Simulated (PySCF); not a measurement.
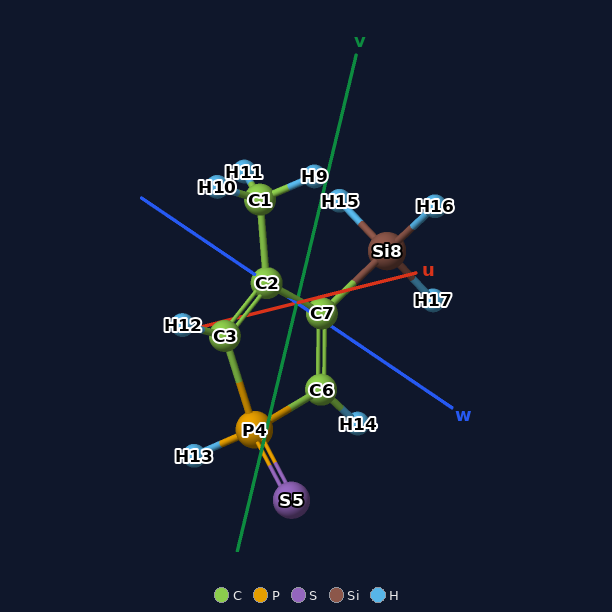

The lines u, v and w are the principal axes of the static dipole polarisability. The computed structure is the end point of a GFN2-xTB optimisation. No frequency run is at hand to confirm it as a minimum. Method: ωB97X-D/def2-SVPD (PySCF 2.14.0).

Question: Along which axis is the molecule most polarisable, and along which least?

Answer: Most along v (close to the long direction S5···Si8), least along u.

Question: Give the three principal values.

Answer: u 98.1, v 174.1, w 117.4 bohr³; mean 129.9, anisotropy 68.4 bohr³.

The geometry is semi-empirical. Around P, Si such bond lengths and angles can be off by a tenth of an ångström or more and by several degrees, and values that hang on the shape move with them.
